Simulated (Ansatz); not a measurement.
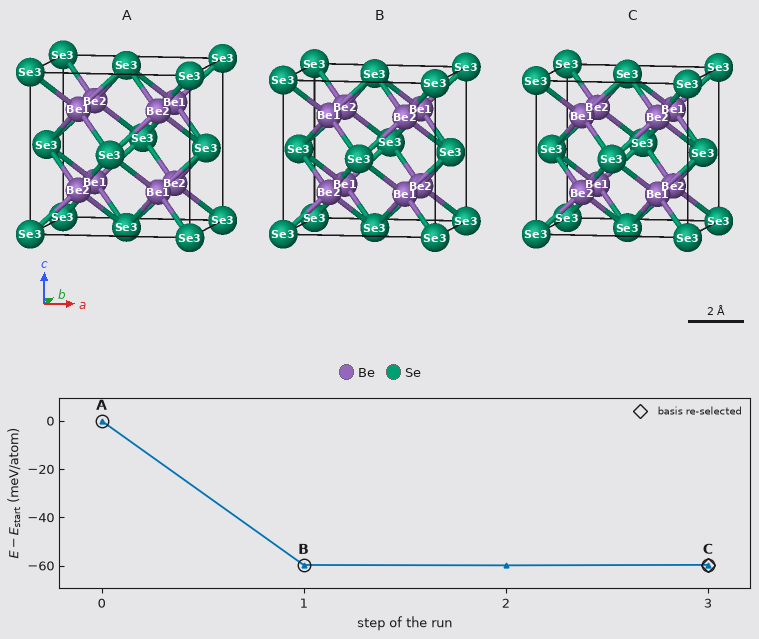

Frames of a relaxation of solid Be2Se (a generated structure, set up in Fm-3m) (coarse preliminary run), marked on the history of the run. A ball-and-stick model of the conventional cell (4 times the calculation's cell), seen slightly off an axis. Lengths and directions refer to the drawn axes.

Method: DFT PBE, scalar-relativistic, plane waves, PAW (Ansatz 0.2.0).

Input file:
```yaml
crystal:
  lattice:
    - [0.0, 2.99546499, 2.99546499]
    - [2.99546499, 0.0, 2.99546499]
    - [2.99546499, 2.99546499, 0.0]
  atoms:
    - { symbol: Be, position: [0.75, 0.75, 0.75] }
    - { symbol: Be, position: [0.25, 0.25, 0.25] }
    - { symbol: Se, position: [0.0, 0.0, 0.0] }
basis:
  ecutwfc: 420
kpoints:
  mp_grid: { grid: [6, 6, 6] }
hamiltonian:
  xc: pbe
scf:
  occupations: { method: gaussian, width: 0.1 }
  lower_state_search: "off"
output:
  forces: true
  stress: true
  eigenvalues: true
relax:
  adjacent_minimum: "off"
  f_tol: 0.04
  max_steps: 70
  cell: { stress_tol: 0.4 }
```

Command:
```bash
ansatz run input.yaml --threads 1 --pin off --max-ram 2560MiB --backend cpu --events-out ev --progress --plain --runs-dir out
```

### Describe the path.

The atoms keep their places relative to the cell (all moves are under 0.005 Å). Cell: a = b = c 5.991 → 5.681 Å (−5.2 %). Volume −14.7 %. Some distances before and after: Be1–Se3 2.594 → 2.460 Å. The space group stays Fm-3m (No. 225). After 2 accepted moves (3 points after the start) the energy has fallen by 59.7 meV per atom. All forces vanish by symmetry, so only the cell relaxes. The pressure goes from −6.35 to 0.10 GPa. At 1 point the geometry stayed and the basis and grid were re-selected for the new cell (energy shift of 0.2 meV per atom at most each time). The run took 2.7 s on 1 thread of AMD EPYC 7R43 64-Core Processor (Zen 3), on a shared host, peak memory 0.36 GiB. From step 0 to 1: volume −13.9 %, energy −59.7 meV per atom. From step 1 to 3: volume −0.9 %, energy +0.0 meV per atom.

```json
{"step": "0", "E − E(0), meV/atom": "0.00", "pressure, GPa": "-6.35", "volume, Å³/atom": "17.918", "note": ""}
{"step": "1", "E − E(0), meV/atom": "-59.72", "pressure, GPa": "-0.40", "volume, Å³/atom": "15.424", "note": ""}
{"step": "2", "E − E(0), meV/atom": "-59.87", "pressure, GPa": "0.11", "volume, Å³/atom": "15.280", "note": ""}
{"step": "3", "E − E(0), meV/atom": "-59.68", "pressure, GPa": "0.10", "volume, Å³/atom": "15.280", "note": "same geometry, new basis"}
```
